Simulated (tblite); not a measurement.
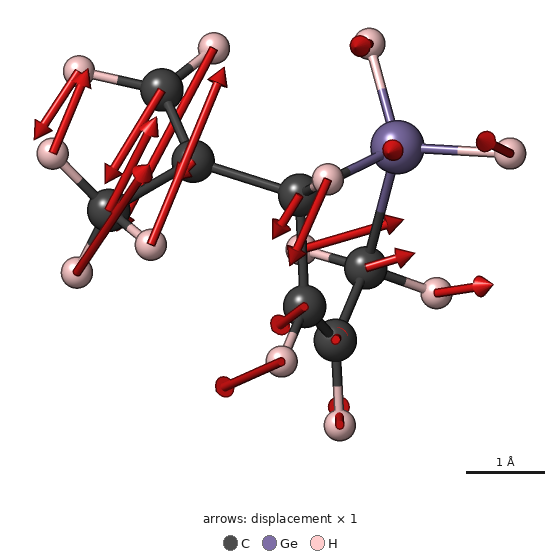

This is a relaxation of C7H12Ge. The starting structure is drawn; red arrows show the displacements, at their true length. The two geometries are superimposed by the best rigid fit.

Style: ball-and-stick. Shown at a tilt.

The calculation used GFN2-xTB geometry optimisation, gas phase (tblite 0.8.0). 

### Describe the change and its energy.

An H atom moves most after the best rigid fit: 2.70 Å. By element the largest moves are H 2.70 Å, C 1.45 Å, Ge 0.48 Å. Some distances before and after: C–H 1.139 → 1.081 Å, C–C 1.272 → 1.322 Å, C–Ge 1.962 → 2.007 Å, Ge–H 1.548 → 1.511 Å. Among the angles between lasting bonds that change: H–Ge–H 114.2° → 106.8°, C–C–C 115.8° → 122.7°, H–C–H 115.4° → 108.8°. Groups turn about C–C by about 100°, C–C by about 35°, C–Ge by about 30°. Over 184 geometry steps the energy falls by 72.8 kJ/mol. The run took 3.7 s on 1 thread of AMD EPYC (shared host).
